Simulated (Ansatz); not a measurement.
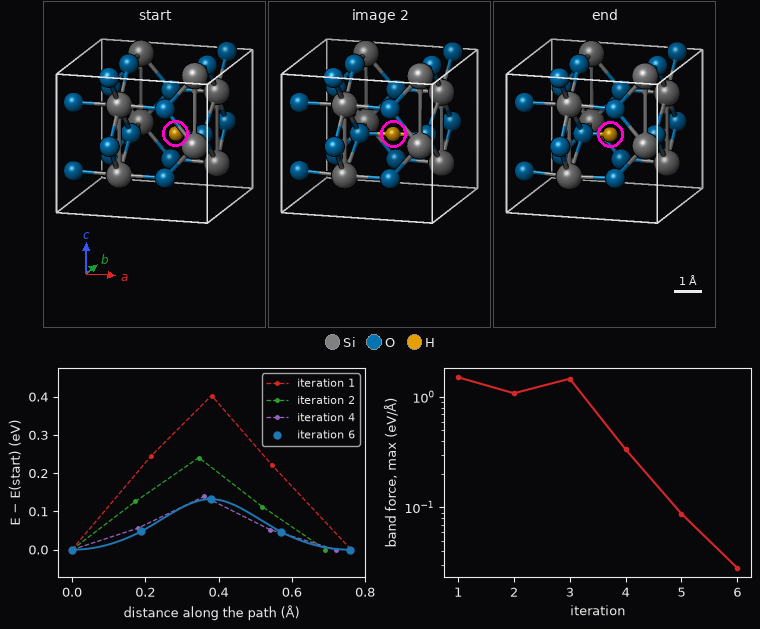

NEB run on SiO2 with an interstitial H (25 atoms in the cell, charge +1). Images are numbered from 0 (start) to 4 (end). The plot follows the band through its iterations. Style: ball-and-stick. Shown: the simulation cell (origin moved), slightly off an axis. The moving atom is ringed, with any periodic copies. Bonds to atoms that aren't drawn are left out.

Theory: DFT PBE, scalar-relativistic, plane waves, PAW in Ansatz. Settings: plane-wave cutoff 420 eV; k-point mesh 2 × 2 × 3; Fermi-Dirac smearing 0.02 eV; 3 movable images; climbing image; force threshold 0.05 eV/Å; iteration limit 80; starting path by image-dependent pair potential.

Question: Did the band converge, and can the barrier be trusted?

Answer: The run is converged, with reservations. The band converged in 6 iterations. The largest component of the band force went from 1.5 to 0.028 eV/Å. The climbing image converged on the top of the path. A check of its curvatures didn't confirm a first-order saddle. The first iteration put the highest image at 0.403 eV. The barrier is about 0.132 eV in both directions, with image 2 at the top; the ends have the same energy.

Limits of the set-up: the periodic images lie only 5.3 Å apart, so the values are limited by the cell's size; the cell is charged, on a uniform background, and energies carry no finite-size correction.

PAW datasets: the set soft_1.
